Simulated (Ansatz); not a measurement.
**Geometry relaxation, with input and output: AlH$_{4}$OF**

System: AlH$_{4}$OF.
Method: RKS B3LYP/def2-TZVP (Ansatz 0.2.0).

The input holds or restrains some coordinates. It belongs to a series of runs on one base structure; here: pulled along the bonds that form and break, towards end A. Figures and captions count atoms from 1; the log counts them from 0 in places.

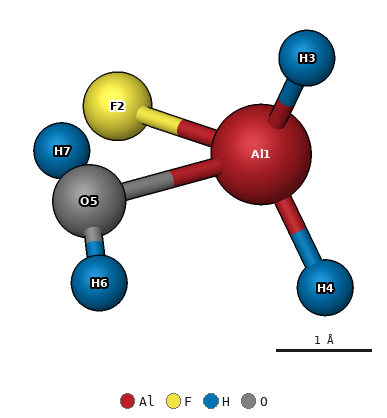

Fig. 1: The input geometry (ball-and-stick view, seen at a tilt; atoms are numbered from 1 in the order of the input). Sticks mark near contacts. Bond lengths as drawn: Al–F 2.04 Å, Al–H 1.56 Å, Al–O 2.08 Å and H–O 1.01 Å.

## The input
```yaml
crystal:
  periodic: [false, false, false]
  atoms:
    - { symbol: Al, position_ang: [0.0, 0.0, 0.0] }
    - { symbol: F, position_ang: [0.0, 0.0, 2.04] }
    - { symbol: H, position_ang: [1.351, 0.0, -0.78] }
    - { symbol: H, position_ang: [-1.351, 0.0, -0.78] }
    - { symbol: O, position_ang: [0.0869, -1.972, 0.6559] }
    - { symbol: H, position_ang: [-0.4595, -2.5566, 0.0397] }
    - { symbol: H, position_ang: [0.0526, -1.1932, 1.752] }
basis:
  gaussian: { orbitals: def2-TZVP }
hamiltonian:
  xc: b3lyp
relax:
  f_tol: 0.15
  max_steps: 25
  restrain:
    - { distance: [0, 4], at: 2.98, k: 30.0 }
    - { distance: [6, 1], at: 2.12, k: 30.0 }
    - { distance: [0, 1], at: 1.69, k: 30.0 }
    - { distance: [6, 4], at: 1.01, k: 30.0 }
output:
  orbitals: {}
```

Hardware: 4 threads of Intel Xeon (Granite Rapids), 32 GiB of memory available, shared host.

Run as:
```bash
ansatz run input.yaml --threads 4 --pin off --max-ram 5120MiB --backend cpu --events-out ev --progress --plain --runs-dir out
```

## Log
```
The last accepted step is kept in [file] (removed where the run ends without a failure and the disk answers)
Engine: ansatz 0.2.0, x86_64-unknown-linux-gnu
Functional definition: B3LYP
  parameter a0 = 0.2
  parameter ax = 0.72
  parameter ac = 0.81
  exchange = (1 - a0 - ax)*slater_x + ax*b88_x + a0*exact_x
  correlation = (1 - ac)*vwn_rpa_c + ac*lyp_c
742 factors; their error is unknown
mean field evaluation 1: about -11423.6532 eV, gradient 6.2e1 eV
mean field evaluation 2: about -11405.2322 eV, gradient 1.2e2 eV
mean field evaluation 4: about -11429.5821 eV, gradient 1.0e1 eV
mean field evaluation 8: about -11429.7207 eV, gradient 2.8e-2 eV
mean field evaluation 16: about -11429.7407 eV, gradient 3.4e-5 eV
mean field -11429.74070358 eV, -420.0352235001 hartree, gradient 3.4e-5 eV, S^2 0.000000; 0 other end points of the search recorded, 0 dependent functions left out
the calculation of the forces begins
reference -11429.74093901 eV, -420.0352321521 hartree; 17, 17 occupied and 106, 106 virtual orbitals, 742 factors
relax step   1: F+E_penalty+E_count = -11429.74070358 eV  Δ(F+E_penalty+E_count) = +0.000e0 eV  max|allowed force component| = 2.844e0 eV/Å  E_restraint = 27.58953508 eV  max|allowed force component, restraints' pulls added| = 3.184e1 eV/Å  Δτ_max = 0.0000 Å  (25 SCF iters, accepted)
  distance Al 0 - O 4 = 2.0800 Å
  distance H 6 - F 1 = 1.2286 Å
  distance Al 0 - F 1 = 2.0400 Å
  distance H 6 - O 4 = 1.3450 Å
these checks for a lower state are left out or cut short: starts, cluster_reference, orbital_swaps, neighbouring_geometries, increment
742 factors; their error is unknown
mean field -11429.59271195 eV, -420.0297849079 hartree, gradient 8.3e-6 eV, S^2 0.000000; 0 other end points of the search recorded, 0 dependent functions left out
[... from here on the field's lines of each further geometry are left out, up to the last ...]
relax step   2: F+E_penalty+E_count = -11429.59271195 eV  Δ(F+E_penalty+E_count) = +1.480e-1 eV  max|allowed force component| = 2.851e0 eV/Å  E_restraint = 11.64024000 eV  max|allowed force component, restraints' pulls added| = 2.279e1 eV/Å  Δτ_max = 0.1949 Å  (34 SCF iters, accepted)
relax step   3: F+E_penalty+E_count = -11430.14303617 eV  Δ(F+E_penalty+E_count) = -5.503e-1 eV  max|allowed force component| = 2.308e0 eV/Å  E_restraint = 3.21735665 eV  max|allowed force component, restraints' pulls added| = 1.036e1 eV/Å  Δτ_max = 0.1948 Å  (34 SCF iters, accepted)
relax step   4: F+E_penalty+E_count = -11430.70056692 eV  Δ(F+E_penalty+E_count) = -5.575e-1 eV  max|allowed force component| = 1.461e0 eV/Å  E_restraint = 0.10125353 eV  max|allowed force component, restraints' pulls added| = 3.391e0 eV/Å  Δτ_max = 0.1943 Å  (34 SCF iters, accepted)
relax step   5: F+E_penalty+E_count = -11430.95335919 eV  Δ(F+E_penalty+E_count) = -2.528e-1 eV  max|allowed force component| = 7.919e-1 eV/Å  E_restraint = 0.02187229 eV  max|allowed force component, restraints' pulls added| = 6.270e-1 eV/Å  Δτ_max = 0.1985 Å  (28 SCF iters, accepted)
relax step   6: F+E_penalty+E_count = -11430.99280291 eV  Δ(F+E_penalty+E_count) = -3.944e-2 eV  max|allowed force component| = 2.330e0 eV/Å  E_restraint = 0.00331555 eV  max|allowed force component, restraints' pulls added| = 2.381e0 eV/Å  Δτ_max = 0.1970 Å  (34 SCF iters, accepted)
relax step   7: F+E_penalty+E_count = -11431.10709133 eV  Δ(F+E_penalty+E_count) = -1.143e-1 eV  max|allowed force component| = 1.648e0 eV/Å  E_restraint = 0.00969221 eV  max|allowed force component, restraints' pulls added| = 1.484e0 eV/Å  Δτ_max = 0.1951 Å  (28 SCF iters, accepted)
relax step   8: F+E_penalty+E_count = -11431.17555961 eV  Δ(F+E_penalty+E_count) = -6.847e-2 eV  max|allowed force component| = 7.581e-1 eV/Å  E_restraint = 0.01190860 eV  max|allowed force component, restraints' pulls added| = 1.805e-1 eV/Å  Δτ_max = 0.2000 Å  (28 SCF iters, accepted)
relax step   9: F+E_penalty+E_count = -11431.17600412 eV  Δ(F+E_penalty+E_count) = -4.445e-4 eV  max|allowed force component| = 8.379e-1 eV/Å  E_restraint = 0.01382212 eV  max|allowed force component, restraints' pulls added| = 1.607e-1 eV/Å  Δτ_max = 0.1765 Å  (28 SCF iters, rejected (line search))
the calculation of the forces begins
reference -11431.18068951 eV, -420.0881420070 hartree; 17, 17 occupied and 106, 106 virtual orbitals, 742 factors
relax step  10: F+E_penalty+E_count = -11431.18044108 eV  Δ(F+E_penalty+E_count) = -4.881e-3 eV  max|allowed force component| = 8.335e-1 eV/Å  E_restraint = 0.01274679 eV  max|allowed force component, restraints' pulls added| = 1.652e-2 eV/Å  Δτ_max = 0.0686 Å  (28 SCF iters, accepted)
  distance Al 0 - O 4 = 2.9666 Å
  distance H 6 - F 1 = 2.1228 Å
  distance Al 0 - F 1 = 1.6828 Å
  distance H 6 - O 4 = 0.9853 Å
742 factors; their error is unknown
mean field evaluation 96: about -11431.1804 eV, gradient 4.8e-3 eV
```

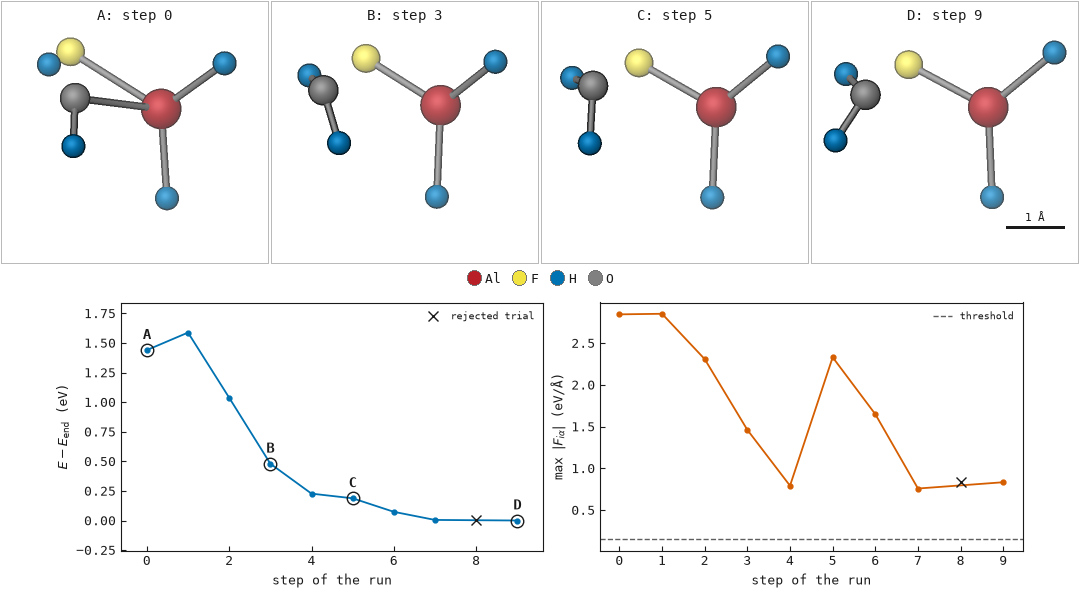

Fig. 2: Frames of the restrained relaxation (ball-and-stick view, seen at a tilt) above the curves, on which the letters mark them (the first geometry is step 0 here and step 1 in the log).

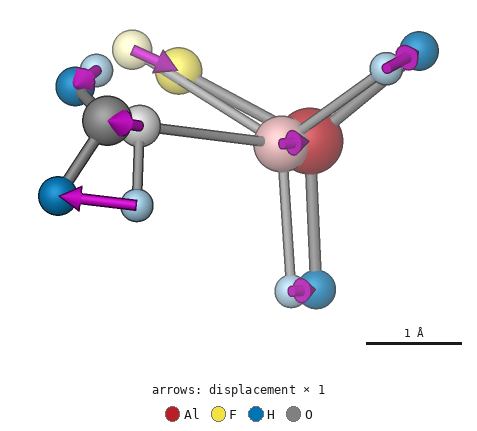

Fig. 3: Start (faint) and end (solid) with the displacements as pink arrows, at true length (ball-and-stick view, seen at a tilt). The two geometries are laid on each other by the best rigid fit. The energy falls by 1.440 eV in 9 geometry steps. Largest force component: 2.8 eV/Å at the start, 0.83 eV/Å at the end. The line search rejected the trial step at point 8 (counted from 0) and went back. H6 moves most after the best rigid fit: 0.84 Å. Largest moves by element: H 0.84 Å, F 0.54 Å, O 0.51 Å, Al 0.38 Å. Among the contacts that change: Al1–O5 2.080 → 2.967 Å, O5–H7 1.345 → 0.985 Å, Al1–F2 2.040 → 1.683 Å, O5–H6 1.010 → 0.964 Å. New bonds form: O5–H7 (1.35 → 0.99 Å). Bonds break: Al1–O5 (2.08 → 2.97 Å). Among the angles that change: H3–Al1–H4 120.0° → 126.8°, F2–Al1–H4 120.0° → 115.9°, F2–Al1–H3 120.0° → 116.7°. (Atoms are counted from 1 in the order of the input.)

```
mean field -11431.18044108 eV, -420.0881328773 hartree, gradient 8.9e-5 eV, S^2 0.000000; 1 other end points of the search recorded, 0 dependent functions left out
the calculation of the forces begins
reference -11431.18068951 eV, -420.0881420069 hartree; 17, 17 occupied and 106, 106 virtual orbitals, 742 factors
Total energy: -11431.18068951 eV, -420.0881420069 hartree
Atom 0 at     0.060059     0.361187    -0.108088 Å, force     0.005182    -0.408350     0.325880 eV/Å
Atom 1 at    -0.013435     0.232853     1.568195 Å, force     0.005102     0.085549    -0.212898 eV/Å
Atom 2 at     1.470674     0.642230    -0.733169 Å, force    -0.005747     0.000668     0.004940 eV/Å
Atom 3 at    -1.319660     0.368348    -0.857755 Å, force     0.001642     0.001699     0.000206 eV/Å
Atom 4 at     0.132972    -2.469748     0.775713 Å, force    -0.075412     0.833473     0.469329 eV/Å
Atom 5 at    -0.690334    -2.967411     0.716325 Å, force     0.003683     0.016521     0.015660 eV/Å
Atom 6 at     0.039724    -1.889259     1.566378 Å, force     0.065551    -0.529559    -0.603117 eV/Å
Dipole moment:    -0.292220    -0.101429    -0.038943 e Å
```

## Trajectory as extended XYZ (Å, eV, eV/Å), 10 frames, from step=1 to step=10
```
7
Properties=species:S:1:pos:R:3:forces:R:3 step=1 energy=-11429.74070
Al    0.0000    0.0000    0.0000    0.2591  -2.8441   1.0595
F     0.0000    0.0000    2.0400    0.2280  -1.2631  -1.8453
H     1.3510    0.0000   -0.7800    0.3101   0.7696   0.2378
H    -1.3510    0.0000   -0.7800   -0.3642   0.5916   0.2470
O     0.0869   -1.9720    0.6559   -0.3434   1.6324  -0.6505
H    -0.4595   -2.5566    0.0397    0.6865   1.1575   2.0141
H     0.0526   -1.1932    1.7520   -0.7760  -0.0439  -1.0625
7
Properties=species:S:1:pos:R:3:forces:R:3 step=2 energy=-11429.59271
Al   -0.0026    0.1606    0.0315    0.3480  -2.2508   1.6760
F    -0.0025    0.1320    1.9554    0.0632  -0.1964  -2.3872
H     1.3525    0.0170   -0.7729    0.0309   0.6848   0.3430
H    -1.3542    0.0138   -0.7733   -0.1281   0.5058   0.3640
O     0.1016   -2.1190    0.7575    0.8070   2.3525   0.8229
H    -0.4612   -2.5574    0.0618   -0.0218   1.0292   2.0323
H     0.0464   -1.3688    1.6676   -1.0992  -2.1252  -2.8510
7
Properties=species:S:1:pos:R:3:forces:R:3 step=3 energy=-11430.14304
Al   -0.0048    0.2883    0.0629    0.3679  -1.8675   1.3040
F    -0.0048    0.2684    1.8794   -0.0448   0.3169  -2.3083
H     1.3495    0.0258   -0.7662   -0.2087   0.7149   0.4698
H    -1.3529    0.0198   -0.7664    0.0836   0.5308   0.4941
O     0.1249   -2.2278    0.8268    0.8695   0.7358   0.0132
H    -0.4660   -2.5440    0.0877    0.0925   1.2260   2.1414
H     0.0340   -1.5523    1.6034   -1.1599  -1.6570  -2.1141
7
Properties=species:S:1:pos:R:3:forces:R:3 step=4 energy=-11430.70057
Al    0.0000    0.3872    0.0501    0.2397  -1.4609  -0.2637
F    -0.0042    0.3871    1.7287   -0.0800   0.3337  -0.3364
H     1.3487    0.0927   -0.7370   -0.0455   0.6050   0.2376
H    -1.3537    0.0677   -0.7327    0.0261   0.4469   0.3199
O     0.1617   -2.3998    0.8912    0.7068  -0.5604  -0.8703
H    -0.4698   -2.5162    0.1548   -0.0052   0.5901   1.1823
H    -0.0027   -1.7406    1.5725   -0.8419   0.0455  -0.2694
7
Properties=species:S:1:pos:R:3:forces:R:3 step=5 energy=-11430.95336
Al    0.0219    0.2866   -0.0239    0.1478  -0.3087   0.2539
F    -0.0153    0.3791    1.6537   -0.0035  -0.0298  -0.3179
H     1.4171    0.2790   -0.7390   -0.0265   0.1556   0.0119
H    -1.3916    0.1951   -0.7115    0.0400   0.0137   0.0113
O     0.1615   -2.5060    0.9435    0.4655   0.7272   0.2010
H    -0.4983   -2.5989    0.2459   -0.2830   0.2340   0.4668
H    -0.0152   -1.7567    1.5589   -0.3402  -0.7919  -0.6270
7
Properties=species:S:1:pos:R:3:forces:R:3 step=6 energy=-11430.99280
Al    0.0449    0.3487   -0.0752    0.0713  -0.7547   0.5785
F    -0.0150    0.2889    1.6099   -0.0055   0.2221  -0.3480
H     1.4477    0.3943   -0.7663   -0.0033   0.2176  -0.0322
H    -1.3767    0.2525   -0.7426    0.0434   0.0971  -0.0651
O     0.2484   -2.4583    0.8896   -2.3299   1.1353   0.1619
H    -0.5896   -2.7057    0.3839    1.5436   0.3311   1.0864
H    -0.0797   -1.8423    1.6283    0.6805  -1.2485  -1.3815
7
Properties=species:S:1:pos:R:3:forces:R:3 step=7 energy=-11431.10709
Al    0.0626    0.3638   -0.0842   -0.0438  -0.7195   0.4015
F    -0.0282    0.2671    1.5944    0.0662   0.2007  -0.2319
H     1.4672    0.4911   -0.7685   -0.0207   0.1533   0.0300
H    -1.3517    0.2961   -0.7709    0.0579   0.0918  -0.0674
O     0.2147   -2.4450    0.8454   -1.6480   0.4080   0.0181
H    -0.6395   -2.8427    0.5135    1.3114   0.5833   0.6293
H    -0.0451   -1.8522    1.5979    0.2770  -0.7176  -0.7796
7
Properties=species:S:1:pos:R:3:forces:R:3 step=8 energy=-11431.17556
Al    0.0668    0.3626   -0.1064    0.0844  -0.4394   0.3333
F     0.0088    0.2317    1.5703   -0.0022   0.1302  -0.2171
H     1.4669    0.6439   -0.7636   -0.0455   0.0019   0.0448
H    -1.3200    0.3588   -0.8390   -0.0280   0.0033  -0.0113
O     0.1447   -2.4583    0.8049   -0.3080   0.7581   0.4724
H    -0.6647   -2.9695    0.6662    0.1473   0.1048   0.0696
H    -0.0225   -1.8910    1.5953    0.1521  -0.5589  -0.6917
7
Properties=species:S:1:pos:R:3:forces:R:3 step=9 energy=-11431.17600 accepted=F
Al    0.0484    0.3679   -0.1082   -0.0905  -0.4026   0.2762
F    -0.0665    0.2179    1.5637    0.0594   0.0835  -0.2060
H     1.4767    0.6290   -0.6991    0.0118  -0.0026   0.0139
H    -1.3130    0.4106   -0.8911    0.0169   0.0111   0.0099
O     0.1066   -2.4761    0.7318    0.1782   0.8379   0.4525
H    -0.7116   -2.9767    0.8054   -0.0787   0.0018   0.0096
H     0.1394   -1.8945    1.5251   -0.0971  -0.5290  -0.5561
7
Properties=species:S:1:pos:R:3:forces:R:3 step=10 energy=-11431.18044
Al    0.0601    0.3612   -0.1081    0.0052  -0.4083   0.3259
F    -0.0134    0.2329    1.5682    0.0051   0.0855  -0.2129
H     1.4707    0.6422   -0.7332   -0.0057   0.0007   0.0049
H    -1.3197    0.3683   -0.8578    0.0016   0.0017   0.0002
O     0.1330   -2.4697    0.7757   -0.0754   0.8335   0.4693
H    -0.6903   -2.9674    0.7163    0.0037   0.0165   0.0157
H     0.0397   -1.8893    1.5664    0.0656  -0.5296  -0.6031
```

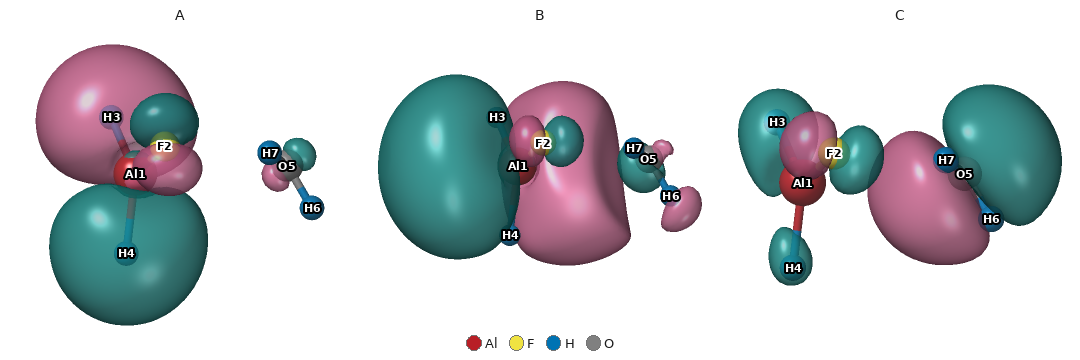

Fig. 4: Three frontier orbitals at ±0.06 Å⁻³ᐟ² (teal and pink are the two phases). C is the HOMO−1 (−9.28 eV). A is the HOMO (−8.46 eV). It lies mainly on Al1 (35 %), H4 (30 %) and H3 (30 %). B is the LUMO (−1.18 eV). It lies mainly on Al1 (75 %). The HOMO–LUMO gap is 7.28 eV between the orbital energies.

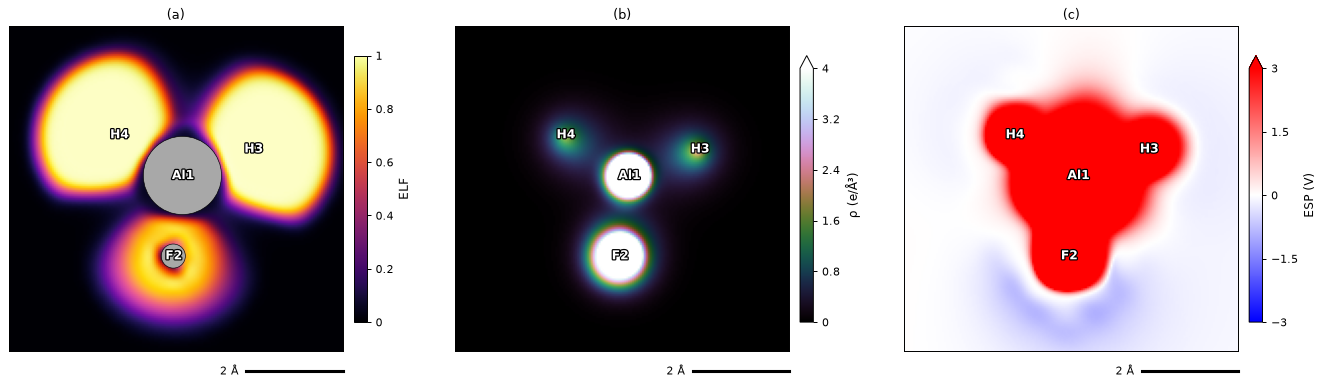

Fig. 5: (a) ELF; (b) electron density; (c) electrostatic potential on the plane of atoms F2, Al1 and H3. Grey discs, where drawn, cover atomic cores. The section cuts through Al, F and H sites. Al–H (1.57 Å): ρ is about 0.58 e/Å³ halfway; the ELF climbs to about 1 towards the hydrogen, as it does in any bond to H.

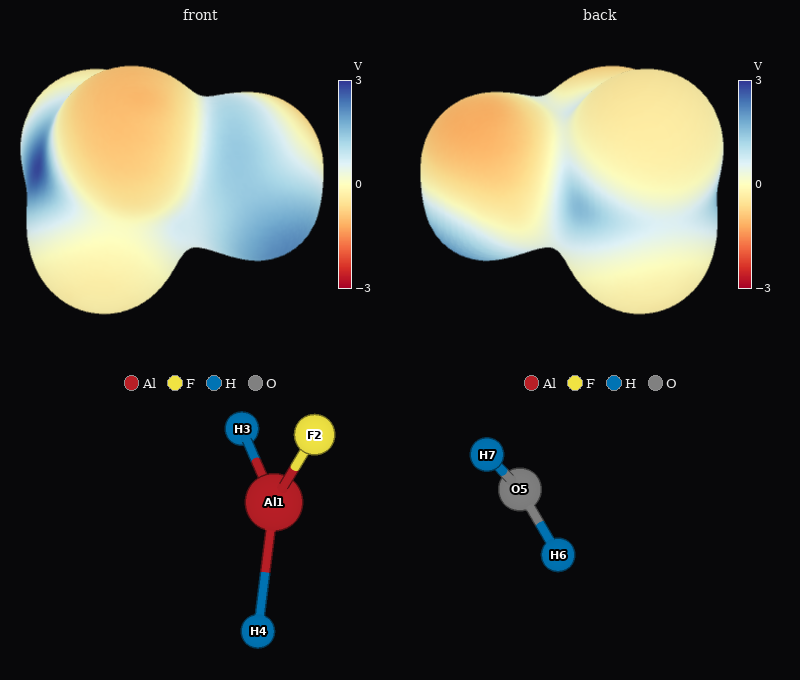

Fig. 6: The molecular electrostatic potential painted on the density surface at 0.001 e/bohr³, seen at a tilt and from behind; the colour scale runs from red (negative) to blue (positive). The bare structure is drawn below in the same view.

## Key numbers

| quantity | value |
| --- | --- |
| outcome | converged under the restraints of the input |
| total energy | −11431.1807 eV |
| mean-field energy | −11431.1807 eV |
| largest force (length of the vector) at the end, held atoms and coordinates included | 0.959 eV/Å |
| wall time | 7.5 s (CPU time 25 s) |
| peak memory | 0.21 GiB |
